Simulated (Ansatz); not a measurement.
# PtSe2 (1T monolayer): the G0W0 gap against the k mesh

How dense a mesh does GW need for PtSe2 (1T monolayer), and how does the time grow?

Main program and level: Ansatz 0.2.0; G0W0 on PBE, plane waves, PAW.

## Step 1: Starting point

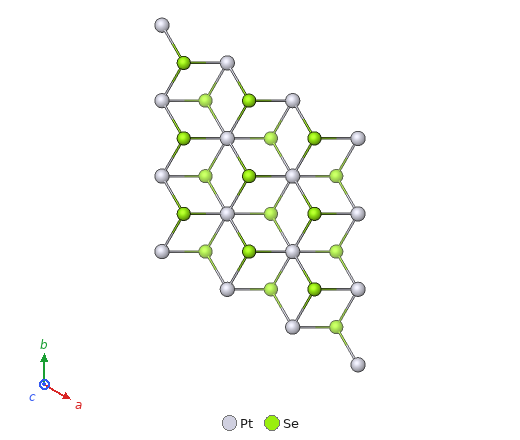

The starting structure, seen from above (platinum light grey, selenium green). 3×3×1 cells are drawn. Some periodic images of atoms are drawn too.

The cell holds 3 atoms: 1 Pt and 2 Se. Cell: a = 3.750 Å, b = 3.750 Å, c = 28.400 Å, α = 90.0°, β = 90.0°, γ = 120.0°. Vacuum lies along c.

The structure was relaxed with PBE. The runs that relaxed it are not among those shown. Spin-orbit coupling is left out unless a step names it. The default PAW set here is soft_2. Its files were made with PBE. The Coulomb interaction is cut off across the vacuum.

## Step 2: The 3×3×1 mesh

Now the one-shot GW correction: screening in the RPA, then the self-energy of the levels asked for.

File input.yaml:

```yaml
crystal:
  lattice:
    - [3.7504907858, 0.0, 0.0]
    - [-1.8752453929, 3.2480202972, 0.0]
    - [0.0, 0.0, 28.4]
  atoms:
    - { symbol: Pt, position: [0.0, 0.0, 0.5] }
    - { symbol: Se, position: [0.3333333333, 0.6666666667, 0.5459659458] }
    - { symbol: Se, position: [0.6666666667, 0.3333333333, 0.4540340542] }
  periodic: [true, true, false]
kpoints:
  mp_grid: { grid: [3, 3, 1] }
hamiltonian:
  xc: pbe
scf:
  occupations: { method: fixed }
gw:
  n_empty_bands: 421
  ecut_chi: 66.0
  qp_bands: [v2, c2]
  qp_kpoints: band_edges
  screening: { model: contour_deformation }
```

Command:

```sh
$ ansatz run input.yaml --threads 3 --pin off --max-ram 92160MiB --backend cuda --events-out ev --progress --plain --runs-dir out --devices 1 --max-vram 13GiB
```

Numbers of over 12 decimals in the logs are rounded to 6 here.

What it wrote:

```text
GPUs: using 1 of 1 available (devices: 1).
Engine: ansatz 0.2.0, x86_64-unknown-linux-gnu
Pseudopotentials: kind: paw
Pseudopotential: Pt, paw, valence charge 18, recommended cutoff 420 eV (normal), Pt.paw.azcp
Pseudopotential: Se, paw, valence charge 16, recommended cutoff 420 eV (normal), Se.paw.azcp
Functional definition: PBE
  parameter kappa = 0.804
  parameter beta = 0.066725
  exchange = pbe_x(kappa = kappa, mu = beta*pi^2/3)
  correlation = pbe_c(beta = beta)
device memory: the entry about to start is reckoned to put 3.0 GiB on a device that reports 39.5 GiB free (of which the cap on the GPU budget leaves the run 13.0 GiB)
GPU FFT provider: cuFFT
GPU libraries: cuBLAS 13.8.2, cuFFT 12.4.0, cuSOLVER 12.3.4
Crystal: 3 atoms, lattice volume = 345.959 Å³
Basis set: ecut = 420 eV, 6803 PW (Γ)
Bands: 30, of which v1, the nominal top of the filled ones, is band 25 counted from 1 (24 counted from 0)
Symmetry: 12 space group operations
Space group: P-3m1 (ITA 164), of the structure as read, at distance tolerance 7.0e-5 Å
k-points: 3 of 9
Non-local potential: Pt, projectors of the file, l = 0: 3, l = 1: 2, l = 2: 2, l = 3: 1
Non-local potential: Se, projectors of the file, l = 0: 2, l = 1: 2, l = 2: 3, l = 3: 1
PAW form: soft (Blöchl's): semilocal exchange-correlation on the pseudo side does not see the compensation charge
PAW one-centre angular grid: Pt, 590 points (default); XC on 64 Gauss nodes
PAW one-centre angular grid: Se, 590 points (default); XC on 64 Gauss nodes
Initial density: superposition of atomic densities (neutral atoms: chi_scale 0, normalization atom), corrected by the library's trained network
Initial wavefunctions: pseudopotential atomic-orbital guess
GPU buffer pool allocated for 139968 grid points (all kernels)
GPU transforms: local potential and band sums: pruned to the plane-wave sphere, on 25×25×192
Functional: x = pbe(κ = 0.804, μ = 0.219515), c = pbe(β = 0.066725)
SCF iter   1: F=—  HF=-23462.463706 eV  |F-HF|=—  |Δ(HF+E_count)|=         —  Δρ=1.11e-3  dr2=3.92e-3  ethr=1.77e-3  ⟨swp⟩=6.3  Hψ=378  notcnv=0  defer=9
preconditioner: auto → Resta (q_TF=auto, 1.976 Å⁻¹)  ε∞=2.0  [insulator: Δε(μ)=1.798 eV  Ē_g=9.326 eV  n_scr=34 (ndim 8)  ℏωp=9.4 eV  f_vac=0.782  ε∞_Penn≈2.0  vacuum switching on, ρ_ref=6.3e-3 e/Å³]
SCF iter   2: F=—  HF=-23462.456115 eV  |F-HF|=—  |Δ(HF+E_count)|=   7.59e-3  Δρ=5.22e-4  dr2=1.27e-3  ethr=7.84e-6  ⟨swp⟩=4.0  Hψ=264  notcnv=0  defer=9
SCF iter   3: F=—  HF=-23462.456386 eV  |F-HF|=—  |Δ(HF+E_count)|=   2.72e-4  Δρ=4.73e-4  dr2=1.38e-3  ethr=2.55e-6  ⟨swp⟩=3.0  Hψ=144  notcnv=0  defer=9
SCF iter   4: F=—  HF=-23462.456202 eV  |F-HF|=—  |Δ(HF+E_count)|=   1.84e-4  Δρ=6.75e-5  dr2=1.59e-5  ethr=2.55e-6  ⟨swp⟩=2.7  Hψ=125  notcnv=0  defer=9
SCF iter   5: F=—  HF=-23462.456211 eV  |F-HF|=—  |Δ(HF+E_count)|=   8.93e-6  Δρ=2.87e-5  dr2=2.93e-6  ethr=3.18e-8  ⟨swp⟩=4.3  Hψ=222  notcnv=0  defer=9
SCF iter   6: F=—  HF=-23462.456214 eV  |F-HF|=—  |Δ(HF+E_count)|=   3.03e-6  Δρ=7.12e-6  dr2=3.32e-7  ethr=5.86e-9  ⟨swp⟩=2.7  Hψ=122  notcnv=0  defer=9
SCF iter   7: F=-23462.456214 eV  HF=-23462.456214 eV  |F-HF|=3.36e-8  |Δ(HF+E_count)|=   2.84e-8  Δρ=1.99e-6  dr2=7.09e-9  ethr=2.00e-10  ⟨swp⟩=18.7  Hψ=419  notcnv=0
SCF 1 converged in 7 iterations: F = -23462.456214 eV  dr2 = 7.09e-9
[...]
device memory: the entry about to start is reckoned to put 3.9 GiB on a device that reports 40.1 GiB free (of which the cap on the GPU budget leaves the run 13.0 GiB)
NSCF: frozen V_eff on 3 k-points
[...]
device memory: the entry about to start is reckoned to put 5.2 GiB on a device that reports 40.1 GiB free (of which the cap on the GPU budget leaves the run 13.0 GiB)
NSCF: frozen V_eff on 3 k-points
G₀W₀ screening: q 1/3
[... further progress lines ...]
device memory: the entry about to start is reckoned to put 0.9 GiB on a device that reports 35.9 GiB free (of which the cap on the GPU budget leaves the run 13.0 GiB)
NSCF: frozen V_eff on 1 k-points
SCF converged after 7 iterations
Free energy (F): -23462.456214 eV
Harris-Foulkes:  -23462.456214 eV  (|F-HF|=3.36e-8)
Internal energy: -23462.456214 eV  (E = F + TS)
E sigma→0 (E₀):  -23462.456214 eV
Fermi energy:    -5.594199 eV
--- Per-component energies (eV) ---
  E_band       = -1840.037819
  E_kinetic    = 872.182560
  E_local      = -114078.044845  (includes V_loc(G=0)·N_el)
  E_nonlocal   = -990.810680
  E_hartree    = 56353.910711
  E_xc         = -469.359769
  E_vxc        = -498.052965  (∫ρ·V_xc dr)
  E_paw        = -13277.773097  (= ΣΔE_a)
  E_vpaw       = 146.883496  (= ΣTr[D̂ρ^β])
  E_aug_tail   = -0.001002  (compensation charges beyond the density's cutoff)
  E_ewald      = 48127.439908
  E_smearing   = -0.000000  (= −TS)
  E_closure    = -0.000000  (closes the sum)
  Σ components = -23462.456214   (vs F -23462.456214, Δ=0.00e0)
--- Band table (eV) ---
  k-point 0: bands = [... 21 lower, -6.7584, -6.1904, -5.5942, -5.5942, -2.6298, -2.6298, -1.1272 (-1.1273°), -0.3996, ... 1 higher]
  k-point 1: bands = [... 21 lower, -7.7914, -6.9060, -6.4255, -6.1299, -3.8255, -2.9760, -0.6004, 0.8630, ... 1 higher]
  k-point 2: bands = [... 21 lower, -8.0263, -7.7330, -6.5351, -6.5351, -3.7817, -3.7817, 0.5135, 2.5372, ... 1 higher]
  ° read free of the cell's end (the report's vacuum.weakly_bound_levels)
--- G₀W₀: contour deformation, 7 samples at zero and on the imaginary axis and 1 off it, 9 q-points, 421 empty bands' worth ---
  eigenvalues of the whole cell's RPA ε∞ on this k-mesh (on a slab, of 1 + 4πα/V) = 1.1632, 2.9016, 2.9016; static W/v taken at q = 0 is 0.529758
  gw.qp_kpoints: band_edges: 3 of 3 stored k-points solved, in 1 pass; an edge of the gap read off the rows below is read off those points alone
    ik  band        ε_KS         Σx   Σc(E_QP)       V_xc       Z   E_QP_lin       E_QP  E_QP is
     0    24     -5.5942   -17.7820     1.4205   -16.0100  0.7363    -5.9487    -5.9457  root
     0    25     -5.5942   -17.7820     1.4205   -16.0100  0.7363    -5.9487    -5.9457  root
     0    26     -2.6298   -17.1713    -2.7005   -20.6075  0.7237    -1.8747    -1.8942  root
     0    27     -2.6298   -17.1713    -2.7005   -20.6075  0.7237    -1.8747    -1.8942  root
     1    24     -6.4255   -21.4715     2.5096   -18.5639  0.7255    -6.8283    -6.8234  root
     1    25     -6.1299   -20.0765     2.2029   -17.4759  0.7229    -6.5323    -6.5277  root
     1    26     -3.8255   -16.0819    -2.6802   -19.4200  0.7339    -3.1553    -3.1676  root
     1    27     -2.9760   -16.4012    -2.8368   -19.9562  0.7255    -2.2389    -2.2578  root
     2    24     -6.5351   -25.2118     3.4146   -21.4201  0.7134    -6.9170    -6.9122  root
     2    25     -6.5351   -25.2118     3.4146   -21.4201  0.7134    -6.9170    -6.9122  root
     2    26     -3.7817   -15.7661    -2.8099   -19.2402  0.7329    -3.1050    -3.1175  root
     2    27     -3.7817   -15.7661    -2.8099   -19.2402  0.7329    -3.1050    -3.1175  root
```

It took 15 s on 1 × NVIDIA H100 80GB HBM3 (shared by 6 runs) with 3 threads of AMD EPYC 7R13 (Zen 3), shared host; peak memory 1.4 GiB; 15 s of CPU time.

Reading the cycles: dr2 is the Hartree energy of the density residual (eV), the measure of convergence; HF is the Harris–Foulkes estimate of the energy, which meets the free energy F at convergence.

Numbers from this step:

```
bands summed                                 : 446
plane waves in the screening matrix          : 451
q-points in the mesh                         : 9
G0W0 gap on the mesh                         : 2.778 eV
k of the valence top                         : 0, 0, 0
k of the conduction bottom                   : 0, 0.3333, 0
starting gap on the mesh                     : 1.769 eV
Z at the valence top                         : 0.7363
Z at the conduction bottom                   : 0.7339
least direct G0W0 gap on the computed points : 3.360 eV
```

The gap on the mesh goes from 1.77 eV to 2.78 eV, a correction of +1.01 eV. Between the two edge states, bare exchange in place of the xc potential would open the gap by 5.11 eV, and correlation takes back 4.10 eV.

## Step 3: The 6×6×1 mesh

Only the mesh changes. It samples the long-range screening, which converges on its own terms.

Changes to input.yaml since step 2:

```diff
@@ -11,3 +11,3 @@
 kpoints:
-  mp_grid: { grid: [3, 3, 1] }
+  mp_grid: { grid: [6, 6, 1] }
 hamiltonian:
```

What it wrote:

```text
GPUs: using 1 of 1 available (devices: 1).
[...]
GPU FFT provider: cuFFT
GPU libraries: cuBLAS 13.8.2, cuFFT 12.4.0, cuSOLVER 12.3.4
Crystal: 3 atoms, lattice volume = 345.959 Å³
Basis set: ecut = 420 eV, 6803 PW (Γ)
Bands: 30, of which v1, the nominal top of the filled ones, is band 25 counted from 1 (24 counted from 0)
[... 1 set-up line as in the run before ...]
[...]
k-points: 7 of 36
[...]
GPU buffer pool allocated for 139968 grid points (all kernels)
[...]
SCF iter   1: F=—  HF=-23462.364194 eV  |F-HF|=—  |Δ(HF+E_count)|=         —  Δρ=1.38e-3  dr2=6.61e-3  ethr=1.77e-3  ⟨swp⟩=6.6  Hψ=900  notcnv=0  defer=21
[...]
SCF iter   6: F=-23462.358992 eV  HF=-23462.358992 eV  |F-HF|=1.04e-7  |Δ(HF+E_count)|=   1.63e-6  Δρ=2.67e-6  dr2=3.67e-8  ethr=2.00e-10  ⟨swp⟩=18.7  Hψ=1406  notcnv=0
SCF 1 converged in 6 iterations: F = -23462.358992 eV  dr2 = 3.67e-8
[...]
0    24     -5.7466   -17.5991     1.3286   -15.9985  0.7102    -6.0214    -6.0185  root
     0    25     -5.7466   -17.5991     1.3286   -15.9985  0.7102    -6.0214    -6.0185  root
     0    26     -2.7844   -17.0472    -2.9482   -20.5968  0.6750    -2.1595    -2.1831  root
     0    27     -2.7844   -17.0472    -2.9482   -20.5968  0.6750    -2.1595    -2.1831  root
     1    24     -5.8684   -17.5969     1.6750   -15.5869  0.7008    -6.2083    -6.2034  root
     1    25     -5.8192   -19.4455     1.7581   -17.4121  0.7099    -6.0974    -6.0944  root
     1    26     -4.0743   -16.1093    -2.4322   -19.0849  0.7182    -3.5188    -3.5309  root
     1    27     -3.0912   -16.3841    -2.9704   -19.9503  0.6881    -2.4666    -2.4952  root
[...]
6    24     -6.6770   -25.1476     3.4833   -21.3767  0.6841    -6.9692    -6.9647  root
     6    25     -6.6770   -25.1476     3.4833   -21.3767  0.6841    -6.9692    -6.9647  root
     6    26     -3.9179   -15.7898    -2.8387   -19.1964  0.7064    -3.3351    -3.3500  root
     6    27     -3.9179   -15.7898    -2.8387   -19.1964  0.7064    -3.3351    -3.3500  root
[key lines of the parts left out:]
SCF converged after 6 iterations
Free energy (F): -23462.358992 eV
Fermi energy:    -5.746598 eV
```

Wall time 23 s (1 × NVIDIA H100 80GB HBM3 (shared by 6 runs) with 3 threads); peak memory 1.7 GiB; 33 s of CPU time.

Numbers from this step:

```
bands summed                                 : 446
plane waves in the screening matrix          : 451
q-points in the mesh                         : 36
G0W0 gap on the mesh                         : 2.488 eV
k of the valence top                         : 0, 0, 0
k of the conduction bottom                   : 0, 0.1667, 0
starting gap on the mesh                     : 1.672 eV
Z at the valence top                         : 0.7102
Z at the conduction bottom                   : 0.7182
least direct G0W0 gap on the computed points : 2.564 eV
```

Against the run with 3×3×1 mesh, 421 empty bands, screening to 66 eV, the gap moves by −0.29 eV, while the start moved by −0.10 eV. A band edge is found at another k point on this mesh.

## Step 4: The 9×9×1 mesh

Changes to input.yaml since step 3:

```diff
@@ -11,3 +11,3 @@
 kpoints:
-  mp_grid: { grid: [6, 6, 1] }
+  mp_grid: { grid: [9, 9, 1] }
 hamiltonian:
```

What it wrote:

```text
GPUs: using 1 of 1 available (devices: 1).
[...]
GPU FFT provider: cuFFT
GPU libraries: cuBLAS 13.8.2, cuFFT 12.4.0, cuSOLVER 12.3.4
Crystal: 3 atoms, lattice volume = 345.959 Å³
Basis set: ecut = 420 eV, 6803 PW (Γ)
Bands: 30, of which v1, the nominal top of the filled ones, is band 25 counted from 1 (24 counted from 0)
[... 1 set-up line as in the run before ...]
[...]
k-points: 12 of 81
[...]
1    27     -2.9530   -16.6911    -2.9312   -20.2196  0.6809    -2.3306    -2.3557  root
[...]
11    24     -6.6692   -25.1486     3.4810   -21.3791  0.6824    -6.9624    -6.9576  root
    11    25     -6.6692   -25.1486     3.4810   -21.3791  0.6824    -6.9624    -6.9576  root
    11    26     -3.9108   -15.7884    -2.8410   -19.1980  0.7047    -3.3259    -3.3421  root
    11    27     -3.9108   -15.7884    -2.8410   -19.1980  0.7047    -3.3259    -3.3421  root
[key lines of the parts left out:]
SCF converged after 6 iterations
Free energy (F): -23462.359398 eV
Fermi energy:    -5.738414 eV
```

It took 39 s on 1 × NVIDIA H100 80GB HBM3 (shared by 6 runs) with 3 threads; peak memory 2.1 GiB.

Numbers from this step:

```
bands summed                                 : 446
plane waves in the screening matrix          : 451
G0W0 gap on the mesh                         : 2.204 eV
k of the valence top                         : 0, 0, 0
k of the conduction bottom                   : 0, 0.2222, 0
starting gap on the mesh                     : 1.396 eV
least direct G0W0 gap on the computed points : 2.376 eV
```

Against the run with 6×6×1 mesh, 421 empty bands, screening to 66 eV, the gap moves by −0.28 eV, while the start moved by −0.28 eV. A band edge is found at another k point on this mesh.

## Step 5: The meshes together

Times are wall times on 1 × NVIDIA H100 80GB HBM3 (shared by 6 runs) with 3 threads of AMD EPYC 7R13 (Zen 3), shared host, good to a factor of about two.

```
 mesh  points  irreducible  start (eV)  G0W0 (eV)  shift (eV)  mean of 1 + 4πα/V (set by the cell height)  time
3×3×1       9            3       1.769      2.778      +1.009                                        2.32  15 s
6×6×1      36            7       1.672      2.488      +0.815                                        3.23  23 s
9×9×1      81           12       1.396      2.204      +0.807                                        3.31  39 s
```

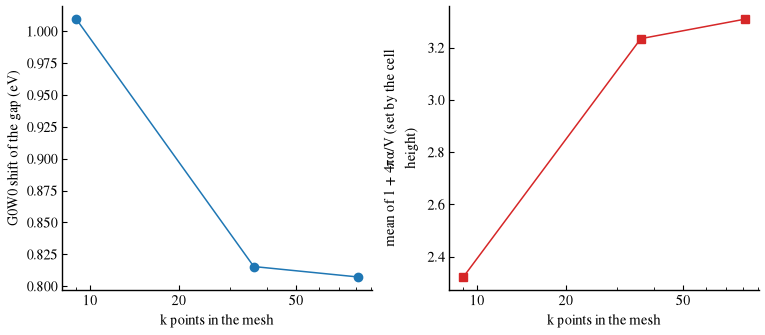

Shift and screening against the mesh.

## Step 6: Results

```json
{"3×3×1": "2.778 eV (shift +1.009)", "6×6×1": "2.488 eV (shift +0.815)", "9×9×1": "2.204 eV (shift +0.807)", "settings": "PBE start, 421 empty bands, 66 eV"}
```

**Reading.** The shift is +1.01 eV on 3×3×1 and +0.81 eV on 9×9×1. On 9×9×1 the edges lie at Γ and (0.000, 0.222, 0.000), on 6×6×1 at Γ and (0.000, 0.167, 0.000), so these two shifts belong to different pairs of states. The mean of 1 + 4πα/V (set by the cell height) ranges from 2.32 to 3.31 and ends at 3.31. The starting gap changes too, by 0.37 eV, since the meshes hold different points and converge the density differently. From 9 to 81 points the time grows 2.5-fold. Bands and cutoff are modest here, so the values stand off the basis limit. The mesh in the plane is coarse for a sheet; gap and any exciton binding can still move on denser ones. The runs have no spin polarisation. For a closed low-spin shell that is the natural state; where a d or f shell is open it is a constraint, and the gap is then not the crystal's own. With d states at the gap, one-shot GW leans hard on its start. The many-body steps are scalar-relativistic: spin-orbit coupling is not in them.

[Paths, hosts, dates, memory and timing lines, banners, echoed tables and standing remarks are left out of the program output.]

[Logs are printed without paths, hosts, clocks, repeated set-up lines and the standing remarks that a program may print on its own settings, such as how far it seeks lower states.]

[Runs of the session that timed out or met a known fault of the program may be left out.]

[Cells called generated may have been cut or substituted from an entry of the Crystallography Open Database or the Materials Project.]

[Hosts, paths, dates, database ids (printed as entryN), source tags and the programs' standing remarks are cut or masked in the printed files.]
